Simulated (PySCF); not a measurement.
# Geometry relaxation, with input and output: B3SiN3H5Cl3O

- system: B3SiN3H5Cl3O
- method: PBE0-D3(BJ)/def2-SVP geometry optimisation, gas phase (PySCF 2.14.0)

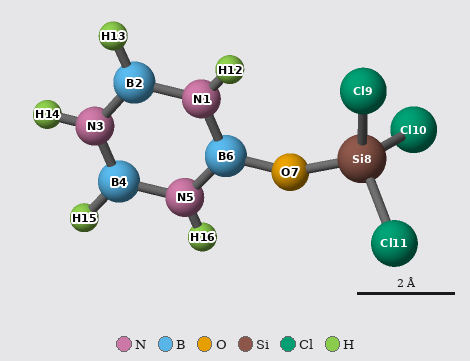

Figure 1. The input geometry (ball-and-stick view, seen at a tilt; atoms are numbered from 1 in the order of the input). Bond lengths as drawn: B–H 1.16 to 1.20 Å, B–N 1.38 to 1.44 Å, B–O 1.39 Å, Cl–Si 1.99 to 2.03 Å, H–N 0.99 to 1.02 Å and O–Si 1.59 Å.

Input file:
```
{"job": {"xc": "PBE0", "basis": "def2-SVP", "d3": "d3bj", "grid": 2, "kind": "geom", "shake": 0.01}, "charge": 0, "multiplicity": 1}
N      0.642688     0.204097     0.899062
B      0.051234     1.091800     1.864730
N     -1.272552     1.571459     1.604309
B     -1.972718     1.236085     0.459126
N     -1.388704     0.359187    -0.483664
B     -0.084722    -0.139126    -0.278590
O      0.476530    -0.985402    -1.221126
Si     1.665130    -1.859540    -1.812949
Cl     3.028259    -2.296117    -0.378306
Cl     2.517863    -0.843279    -3.292866
Cl     0.808185    -3.560002    -2.486030
H      1.556921    -0.134409     1.046083
H      0.624710     1.406471     2.819664
H     -1.688663     2.194195     2.297562
H     -3.092924     1.633514     0.285604
H     -1.882690     0.109752    -1.300464
```

The first line tells a small driver script what to run in PySCF; the rest is the geometry in Å.

Hardware: 1 CPU thread, shared host.

Run as:
```bash
OMP_NUM_THREADS=1 python <driver script> task.json out
```

What the program printed:
```
step   0  E = -1985.96550677  max force = 0.033963
step   1  E = -1985.97309702  max force = 0.006578
step   2  E = -1985.97344245  max force = 0.003640
step   3  E = -1985.97356863  max force = 0.004535
step   4  E = -1985.97366041  max force = 0.002572
step   5  E = -1985.97368433  max force = 0.001186
step   6  E = -1985.97371770  max force = 0.000678
step   7  E = -1985.97372229  max force = 0.000616
step   8  E = -1985.97372361  max force = 0.000345
optimisation converged
```

Trajectory as extended XYZ (Å, eV, eV/Å), 9 frames, from step=0 to step=8:
```
16
Properties=species:S:1:pos:R:3:forces:R:3 step=0 energy=-54040.87403
N     0.6427    0.2041    0.8991   -1.7464   1.1104   0.2228
B     0.0512    1.0918    1.8647   -0.3972  -0.6125  -1.2432
N    -1.2726    1.5715    1.6043    1.0650   0.5789   1.6187
B    -1.9727    1.2361    0.4591   -1.4491  -0.1973  -0.9177
N    -1.3887    0.3592   -0.4837    0.7212   0.3301   0.8400
B    -0.0847   -0.1391   -0.2786    0.7315  -0.6079  -0.1555
O     0.4765   -0.9854   -1.2211   -0.7765   0.6191   0.3040
Si    1.6651   -1.8595   -1.8130   -0.3540  -0.5076   0.3509
Cl    3.0283   -2.2961   -0.3783    0.3797  -0.1023   0.3073
Cl    2.5179   -0.8433   -3.2929    0.6329   0.4746  -0.8940
Cl    0.8082   -3.5600   -2.4860    0.0218  -0.4947  -0.2392
H     1.5569   -0.1344    1.0461    1.1803  -0.5086   0.1550
H     0.6247    1.4065    2.8197    0.6807   0.3482   1.1180
H    -1.6887    2.1942    2.2976    0.1039  -0.2641  -0.3611
H    -3.0929    1.6335    0.2856   -0.1988   0.1660  -0.0884
H    -1.8827    0.1098   -1.3005   -0.5949  -0.3322  -1.0175
16
Properties=species:S:1:pos:R:3:forces:R:3 step=1 energy=-54041.08057
N     0.7281    0.1307    0.8430    0.2230  -0.1942  -0.1543
B     0.1696    0.9995    1.8211   -0.0023   0.1194   0.1807
N    -1.1448    1.4987    1.5909   -0.0700  -0.0380  -0.0386
B    -1.9087    1.1591    0.4364    0.0771   0.0556  -0.0651
N    -1.2931    0.3000   -0.5175   -0.0480  -0.1081  -0.1212
B     0.0181   -0.2305   -0.3397   -0.1639   0.1899   0.1118
O     0.5392   -1.0554   -1.3194   -0.0044  -0.1040  -0.1120
Si    1.7542   -1.9412   -1.8955    0.3382  -0.0282  -0.1530
Cl    3.1496   -2.3160   -0.4298   -0.1450   0.0459  -0.0808
Cl    2.6936   -0.9494   -3.4252   -0.1540  -0.1036   0.2080
Cl    1.0442   -3.7174   -2.6063    0.0169   0.1226   0.0836
H     1.6606   -0.2404    0.9855   -0.0432   0.0177   0.0224
H     0.7864    1.3094    2.8148    0.0179  -0.0356  -0.0307
H    -1.5603    2.1161    2.2716   -0.0093   0.0654   0.1124
H    -3.0200    1.5961    0.2607   -0.0443  -0.0056   0.0105
H    -1.7987    0.0472   -1.3577    0.0113   0.0007   0.0260
16
Properties=species:S:1:pos:R:3:forces:R:3 step=2 energy=-54041.08997
N     0.7222    0.1062    0.8199   -0.0535   0.0521   0.0129
B     0.1789    0.9698    1.8167   -0.0078   0.0048   0.0207
N    -1.1311    1.4887    1.5913    0.0173  -0.0283  -0.0409
B    -1.8956    1.1761    0.4267   -0.1468   0.0431  -0.0198
N    -1.3139    0.3114   -0.5458    0.1475   0.0425   0.1872
B    -0.0066   -0.2253   -0.3601    0.0471  -0.0445  -0.0244
O     0.5178   -1.0563   -1.3358   -0.1014  -0.0664  -0.1728
Si    1.7597   -1.9255   -1.8790    0.1609   0.0203  -0.0652
Cl    3.1411   -2.2077   -0.3871   -0.0094  -0.0126  -0.0233
Cl    2.6706   -0.9542   -3.4285   -0.0628  -0.0564   0.0986
Cl    1.0940   -3.7385   -2.5239    0.0106   0.0347   0.0251
H     1.6470   -0.2844    0.9548   -0.0182  -0.0015  -0.0085
H     0.8044    1.2489    2.8129    0.0026  -0.0090  -0.0088
H    -1.5379    2.1007    2.2862    0.0071  -0.0074  -0.0141
H    -3.0054    1.6275    0.2683   -0.0116   0.0148   0.0029
H    -1.8270    0.0690   -1.3838    0.0182   0.0138   0.0303
16
Properties=species:S:1:pos:R:3:forces:R:3 step=3 energy=-54041.09340
N     0.7153    0.0880    0.8082   -0.0609   0.0881   0.0791
B     0.1759    0.9490    1.8126   -0.0151  -0.0530  -0.0847
N    -1.1293    1.4856    1.5916   -0.0252   0.0721   0.0578
B    -1.9024    1.1981    0.4255    0.1011  -0.0930   0.0669
N    -1.3128    0.3271   -0.5384   -0.0360  -0.0052  -0.0983
B    -0.0128   -0.2320   -0.3751    0.0951  -0.0118   0.0985
O     0.5061   -1.0666   -1.3559   -0.2332   0.0750  -0.0650
Si    1.7681   -1.9210   -1.8794    0.0339   0.0286   0.0181
Cl    3.1472   -2.1415   -0.3797    0.0663  -0.0337   0.0202
Cl    2.6514   -0.9650   -3.4447    0.0133  -0.0007  -0.0083
Cl    1.1349   -3.7584   -2.4752   -0.0001  -0.0389  -0.0132
H     1.6343   -0.3134    0.9450    0.0203  -0.0013   0.0094
H     0.8053    1.2080    2.8110   -0.0054   0.0098   0.0126
H    -1.5250    2.0956    2.2962    0.0270  -0.0293  -0.0401
H    -3.0098    1.6593    0.2675    0.0437  -0.0042  -0.0096
H    -1.8284    0.0937   -1.3763   -0.0249  -0.0025  -0.0433
16
Properties=species:S:1:pos:R:3:forces:R:3 step=4 energy=-54041.09590
N     0.7109    0.0903    0.8121    0.0103  -0.0034   0.0074
B     0.1741    0.9518    1.8153    0.0018  -0.0074  -0.0157
N    -1.1297    1.4896    1.5966    0.0226  -0.0271  -0.0276
B    -1.8963    1.1913    0.4299   -0.0235   0.0111   0.0095
N    -1.3127    0.3233   -0.5394   -0.0072  -0.0068  -0.0249
B    -0.0134   -0.2352   -0.3728    0.0659   0.0149   0.0693
O     0.5013   -1.0677   -1.3577   -0.1323   0.0355  -0.0299
Si    1.7660   -1.9210   -1.8816    0.0341   0.0130   0.0248
Cl    3.1518   -2.1545   -0.3879    0.0191  -0.0087   0.0091
Cl    2.6509   -0.9614   -3.4437    0.0091   0.0087  -0.0084
Cl    1.1347   -3.7570   -2.4864   -0.0069  -0.0229  -0.0055
H     1.6309   -0.3090    0.9503    0.0149  -0.0017   0.0103
H     0.8051    1.2138    2.8122    0.0024   0.0003   0.0065
H    -1.5258    2.1030    2.2965    0.0017  -0.0102  -0.0153
H    -3.0006    1.6556    0.2677    0.0008  -0.0010  -0.0047
H    -1.8290    0.0934   -1.3784   -0.0127   0.0057  -0.0050
16
Properties=species:S:1:pos:R:3:forces:R:3 step=5 energy=-54041.09655
N     0.7167    0.0863    0.8134   -0.0242  -0.0195  -0.0408
B     0.1798    0.9481    1.8141    0.0036   0.0139   0.0156
N    -1.1235    1.4838    1.5920   -0.0159   0.0079   0.0224
B    -1.8978    1.1886    0.4304    0.0168   0.0173  -0.0226
N    -1.3154    0.3228   -0.5403   -0.0140   0.0111   0.0315
B    -0.0161   -0.2341   -0.3681    0.0610  -0.0138  -0.0105
O     0.4887   -1.0643   -1.3592   -0.0063  -0.0497  -0.0601
Si    1.7592   -1.9152   -1.8788    0.0131   0.0029   0.0267
Cl    3.1466   -2.1547   -0.3856   -0.0098   0.0049  -0.0009
Cl    2.6480   -0.9521   -3.4367    0.0054   0.0116  -0.0077
Cl    1.1339   -3.7527   -2.4893   -0.0068  -0.0012   0.0014
H     1.6372   -0.3135    0.9498   -0.0131   0.0004  -0.0062
H     0.8092    1.2133    2.8115   -0.0035  -0.0005  -0.0005
H    -1.5173    2.0985    2.2905   -0.0159   0.0207   0.0296
H    -2.9999    1.6572    0.2698   -0.0113  -0.0004   0.0080
H    -1.8313    0.0946   -1.3807    0.0208  -0.0055   0.0140
16
Properties=species:S:1:pos:R:3:forces:R:3 step=6 energy=-54041.09746
N     0.7144    0.0819    0.8061   -0.0161  -0.0063  -0.0207
B     0.1815    0.9428    1.8108    0.0066   0.0083   0.0211
N    -1.1211    1.4840    1.5962    0.0089  -0.0096  -0.0037
B    -1.8954    1.1928    0.4334   -0.0091   0.0091  -0.0123
N    -1.3174    0.3265   -0.5400   -0.0085   0.0100   0.0141
B    -0.0191   -0.2356   -0.3754    0.0349  -0.0016   0.0084
O     0.4806   -1.0667   -1.3693   -0.0144  -0.0243  -0.0320
Si    1.7588   -1.9133   -1.8785   -0.0033  -0.0040   0.0280
Cl    3.1391   -2.1399   -0.3770    0.0013  -0.0006   0.0008
Cl    2.6500   -0.9512   -3.4348    0.0112   0.0127  -0.0169
Cl    1.1446   -3.7566   -2.4825   -0.0034  -0.0003  -0.0022
H     1.6338   -0.3206    0.9412   -0.0059   0.0026   0.0007
H     0.8145    1.2018    2.8075    0.0003   0.0000   0.0006
H    -1.5123    2.0971    2.2984   -0.0045   0.0041   0.0065
H    -2.9977    1.6624    0.2759   -0.0061   0.0014   0.0021
H    -1.8365    0.1009   -1.3789    0.0081  -0.0016   0.0055
16
Properties=species:S:1:pos:R:3:forces:R:3 step=7 energy=-54041.09758
N     0.7126    0.0802    0.7999    0.0317  -0.0146   0.0006
B     0.1862    0.9400    1.8095   -0.0215  -0.0059  -0.0250
N    -1.1165    1.4824    1.5981    0.0011   0.0128   0.0195
B    -1.8944    1.1948    0.4366   -0.0020  -0.0053  -0.0046
N    -1.3202    0.3286   -0.5393   -0.0033   0.0035  -0.0024
B    -0.0222   -0.2364   -0.3806   -0.0028   0.0152   0.0155
O     0.4723   -1.0680   -1.3779   -0.0062  -0.0062   0.0023
Si    1.7568   -1.9118   -1.8780   -0.0056  -0.0064   0.0142
Cl    3.1292   -2.1366   -0.3688    0.0004  -0.0009  -0.0020
Cl    2.6556   -0.9468   -3.4286    0.0077   0.0068  -0.0108
Cl    1.1494   -3.7564   -2.4852   -0.0007   0.0034  -0.0026
H     1.6317   -0.3235    0.9327    0.0048  -0.0025   0.0014
H     0.8228    1.1961    2.8048   -0.0011  -0.0023  -0.0045
H    -1.5057    2.0944    2.3027   -0.0034   0.0003  -0.0020
H    -2.9973    1.6652    0.2836    0.0012   0.0018   0.0011
H    -1.8421    0.1043   -1.3766   -0.0003   0.0003  -0.0009
16
Properties=species:S:1:pos:R:3:forces:R:3 step=8 energy=-54041.09762
N     0.7158    0.0790    0.7977   -0.0115   0.0062  -0.0034
B     0.1875    0.9393    1.8062    0.0074   0.0053   0.0177
N    -1.1154    1.4830    1.5998    0.0080  -0.0079  -0.0099
B    -1.8947    1.1952    0.4391   -0.0020  -0.0046  -0.0006
N    -1.3207    0.3291   -0.5369    0.0007   0.0008  -0.0032
B    -0.0222   -0.2365   -0.3809   -0.0092   0.0071  -0.0028
O     0.4682   -1.0681   -1.3806    0.0039  -0.0063   0.0114
Si    1.7543   -1.9114   -1.8783   -0.0028  -0.0032  -0.0002
Cl    3.1230   -2.1426   -0.3664   -0.0039   0.0007  -0.0037
Cl    2.6593   -0.9423   -3.4236    0.0018   0.0005  -0.0011
Cl    1.1469   -3.7536   -2.4932    0.0004   0.0057  -0.0014
H     1.6352   -0.3242    0.9300   -0.0014   0.0011   0.0035
H     0.8255    1.1956    2.8004    0.0022  -0.0012   0.0014
H    -1.5032    2.0947    2.3055    0.0051  -0.0045  -0.0036
H    -2.9982    1.6649    0.2875    0.0029   0.0005  -0.0007
H    -1.8434    0.1043   -1.3735   -0.0015  -0.0002  -0.0034
```

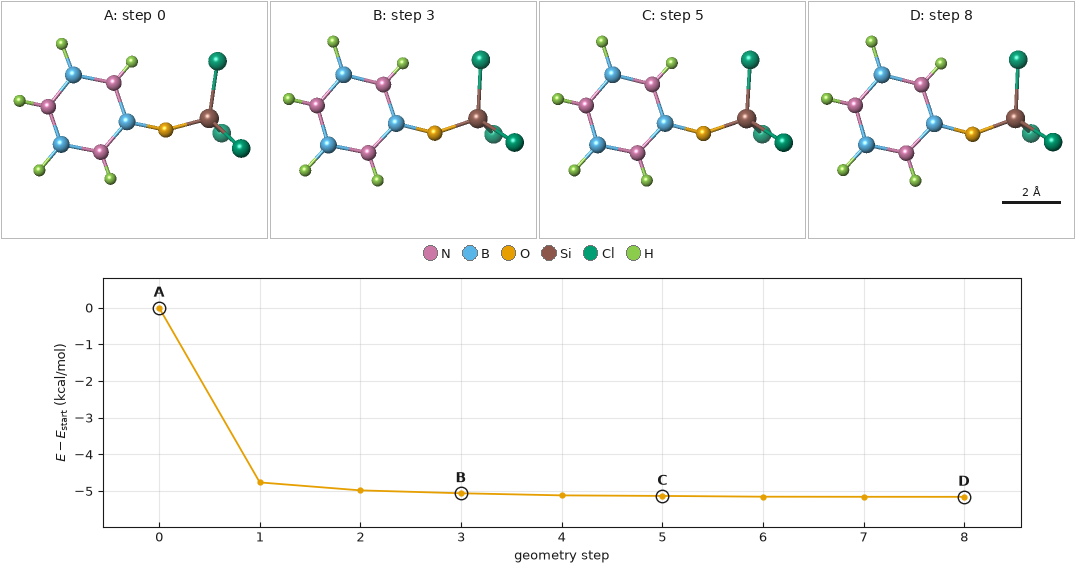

Figure 2. Frames of the relaxation (ball-and-stick view, seen at a tilt) above the curves, on which the letters mark them (steps are counted from 0).

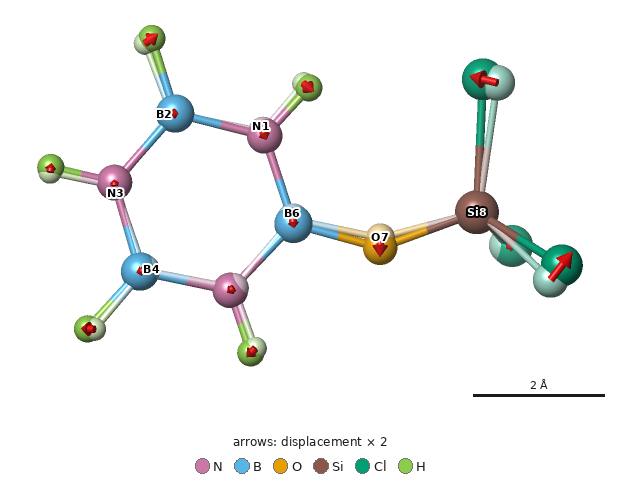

Figure 3. Start (faint) and end (solid) with the displacements as red arrows, magnified 2 times (ball-and-stick view, seen at a tilt). The two geometries are laid on each other by the best rigid fit. Cl11 moves most after the best rigid fit: 0.28 Å. By element the largest moves are Cl 0.28 Å, O 0.15 Å, H 0.13 Å, N 0.07 Å, B 0.07 Å, Si 0.03 Å. Among the contacts that change: B2–H13 1.157 → 1.209 Å, Si8–Cl10 1.987 → 2.036 Å, N3–B4 1.384 → 1.427 Å, O7–Si8 1.590 → 1.616 Å. Among the angles that change: B6–O7–Si8 153.1° → 144.5°, O7–Si8–Cl11 105.7° → 109.1°, N1–B6–O7 120.1° → 123.0°. Over 8 geometry steps the energy falls by 5.16 kcal/mol. Largest force component: 1.7 eV/Å at the start, 0.018 eV/Å at the end. (Atoms are counted from 1 in the order of the input.)

Key numbers:

| quantity | value |
| --- | --- |
| outcome | converged |
| total energy | −1985.973724 hartree |
| dipole moment | 1.02 D |
| point group | C1 |
| wall time | 8.5 min |
| peak memory | 1.2 GiB |
